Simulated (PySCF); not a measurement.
## A study: C$_{10}$H$_{8}$, SMILES `c1ccc2cccc2cc1`

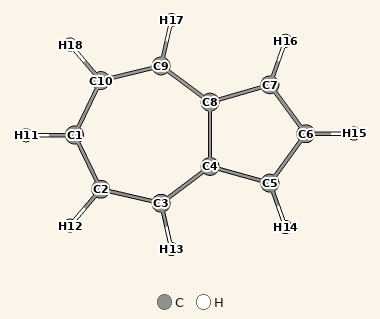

The molecule, with its atoms numbered as below. No frequency check shows the geometry to be a minimum.

Geometry (Å), atoms numbered from 1:

```
C1       2.4826   -0.0000    0.0000
C2       1.8951    1.2576    0.0000
C3       0.5474    1.5877    0.0000
C4      -0.5467    0.7436    0.0000
C5      -1.8866    1.1368    0.0000
C6      -2.6893   -0.0000    0.0000
C7      -1.8867   -1.1367    0.0000
C8      -0.5468   -0.7436    0.0000
C9       0.5474   -1.5877    0.0000
C10      1.8950   -1.2576    0.0000
H11      3.5670   -0.0001    0.0000
H12      2.5837    2.0940    0.0000
H13      0.3159    2.6478    0.0000
H14     -2.2339    2.1539    0.0000
H15     -3.7656   -0.0002    0.0000
H16     -2.2340   -2.1538    0.0000
H17      0.3158   -2.6478    0.0000
H18      2.5836   -2.0941    0.0000
```

### 1. Bonding charge

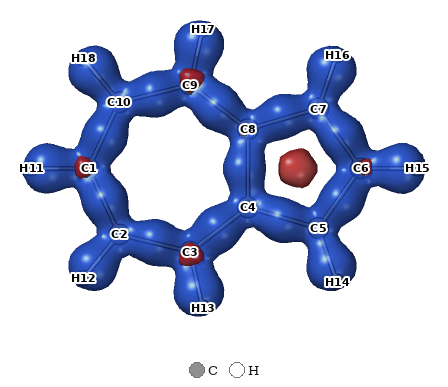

Deformation density (molecule less spherical, spin-averaged free atoms at the same positions), surfaces at ±0.15 e/Å³; blue: gain, red: loss.

Level of theory: HF/def2-SVP (PySCF), at a geometry from GFN2-xTB.

> How much density has each bond gained at its critical point, relative to the free atoms?

The five largest and four smallest: C3–C4 and C8–C9: +0.76 e/Å³ at the bond critical point (bond length 1.38 Å, Mayer order 1.4). C3–H13 and C9–H17: +0.74 e/Å³ at the bond critical point (bond length 1.08 Å, Mayer order 1.0). C2–C3 and C9–C10: +0.74 e/Å³ at the bond critical point (bond length 1.39 Å, Mayer order 1.4). C1–H11: +0.74 e/Å³ at the bond critical point (bond length 1.08 Å, Mayer order 1.0). C1–C2 and C1–C10: +0.74 e/Å³ at the bond critical point (bond length 1.39 Å, Mayer order 1.4). C2–H12 and C10–H18: +0.72 e/Å³ at the bond critical point (bond length 1.08 Å, Mayer order 1.0). C4–C5 and C7–C8: +0.72 e/Å³ at the bond critical point (bond length 1.40 Å, Mayer order 1.4). C5–H14 and C7–H16: +0.71 e/Å³ at the bond critical point (bond length 1.07 Å, Mayer order 1.0). C4–C8: +0.60 e/Å³ at the bond critical point (bond length 1.49 Å, Mayer order 1.0). In all, 4.6 electrons gather in the regions of gain relative to the promolecule.

> Where do the Hirshfeld charges lie?

The highest Hirshfeld charge is on H13 and H17 (+0.06 e), the lowest on C5 and C7 (−0.10 e).

### 2. Electrostatic potential

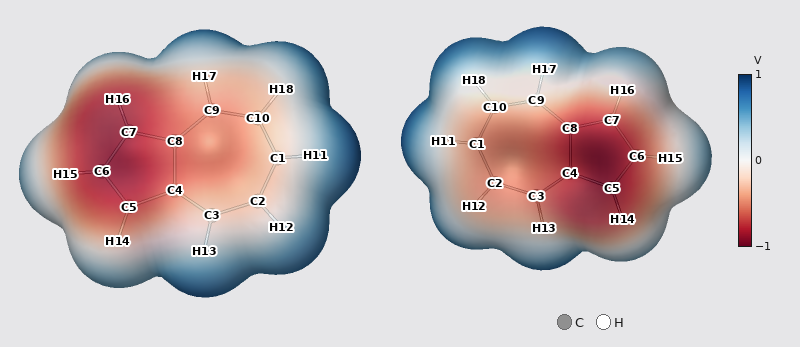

Electrostatic potential on the surface of electron density 0.001 a.u. (back view left, front view right).

> Where are the extremes of the potential on the surface?

Highest: 0.85 V, 1.3 Å from H11. Lowest: −0.98 V, off the C5–C6 bond (2.2 Å from its atoms), and at like points elsewhere. The surface is sampled at points, so like sites can differ by a few per cent and only the strongest of them is named.

### 3. Removing or adding an electron

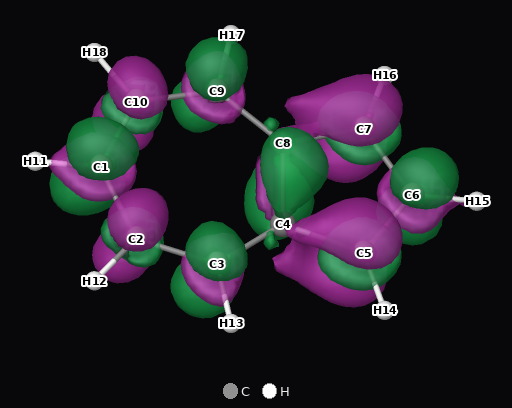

Dual descriptor f⁺ − f⁻ at ±0.02 e/Å³ (green positive, purple negative).

Computed with PySCF, B3LYP/6-31G*, geometry: GFN2-xTB.

> Which atoms come out as electrophilic, and which as nucleophilic?

Electrophilic (positive): C1 (+0.06). Nucleophilic (negative): C5 and C7 (−0.07). f⁻ (Hirshfeld-condensed) is largest on C5 and C7 (0.12 each) and C2 and C10 (0.09 each); the vertical ionisation energy is 7.05 eV (the stability of the cation's solution wasn't checked). f⁺ (Hirshfeld-condensed) is largest on C1 (0.10), C6 (0.09) and C3 and C9 (0.09 each); the vertical electron affinity is −0.07 eV (the stability of the anion's solution wasn't checked; negative, but this basis has no diffuse functions, so it doesn't show that the anion is unbound).

### 4. Localised orbitals

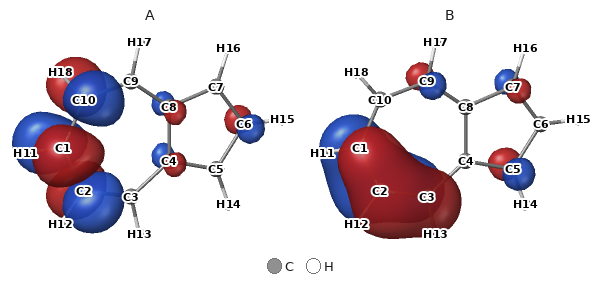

Intrinsic bond orbitals (IBO), occupied and valence-virtual; each surface holds about 85 % of the orbital's density. Energies are diagonal elements of the Fock matrix.

Computed with PySCF, BP86/cc-pVDZ, geometry: GFN2-xTB.

> Name the orbitals, with their atomic make-up and energies.

By panel:
- A: delocalised π* orbital mainly over C1, C10 and C2 (C1 52 %, C10 21 %, C2 21 %; 0.7 eV)
- B: delocalised π orbital mainly over C2, C1 and C3 (C2 52 %, C1 21 %, C3 20 %; −7.3 eV)
